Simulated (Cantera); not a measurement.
Input: 1 mol CsOH, 0.041 mol H2, at 823.15 K.

Equilibrium computed with Cantera from the NASA thermochemical tables; the gas is ideal and each condensed phase is pure. Candidate condensed phases: Cs, CsOH, H2O; 15 gas species. Equilibrium is a limit: real reactors are often held back by kinetics, nucleation or transport.

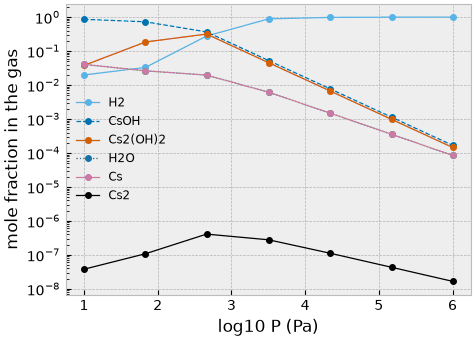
Figure: Equilibrium gas composition (values under 1e-9 drawn at 1e-9)

From 10.0 Pa to 68.0 Pa nothing is condensed. From 4.60 mbar to 10.0 bar the condensed part is CsOH(l). The main Cs-bearing gas is CsOH at 10.0 Pa and Cs2(OH)2 at 10.0 bar.
